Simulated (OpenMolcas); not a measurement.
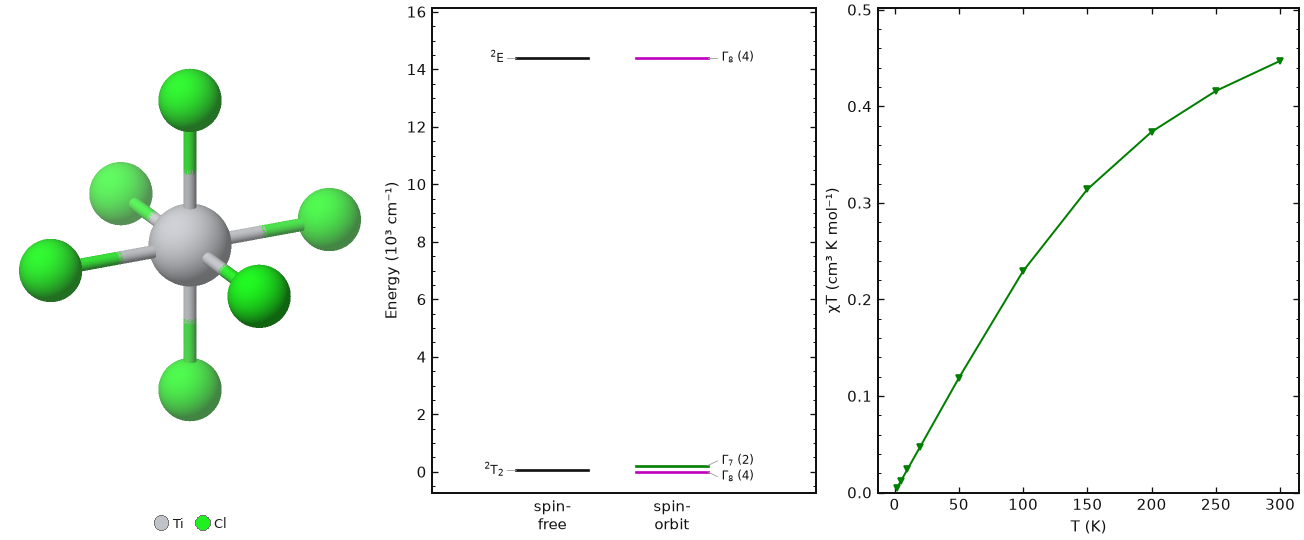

Ti³⁺ (3d) as a dopant in Cs₂NaYCl₆, a cluster with its 6 nearest Cl⁻ at 2.386 Å (octahedron) embedded in model potentials and point charges; the geometry was set, not optimised, and its levels and susceptibility. Labels give the representation in O, Td, D4 or D3 as the site allows (double group for half-integer spin) where it could be assigned and, in brackets, the degeneracy; spin-free states, where drawn, share the zero of the spin-orbit levels. The calculation used state-averaged SS-CASPT2, IPEA shift 0.25, imaginary shift 0.1 hartree, closed shells 3s 3p correlated, active space 1 electron in the shell 3d, basis ANO-RCC-VDZP on all atoms, DKH2 scalar Hamiltonian, spin-orbit coupling by RASSI with atomic mean-field integrals (OpenMolcas). Powder susceptibility by Van Vleck's formula.

### Give the ground level, the first gap and the ligand-field bands.

The ground level is Γ₈, 4-fold degenerate, 100 % from states of spin multiplicity 2. The next level lies at 216 cm⁻¹ (Γ₇). The lowest spin-free state is ²T₂; of the same spin there follows at 14,300 cm⁻¹ (²E) above it. A ligand-field fit to the spin-free states gives |10Dq| = 14,300 cm⁻¹. χT is 0.00501 cm³ K mol⁻¹ at 2 K and 0.447 at 300 K, an effective moment of 1.89 μB.

Known limits: the geometry is set by hand, with no relaxation and no charge compensation.
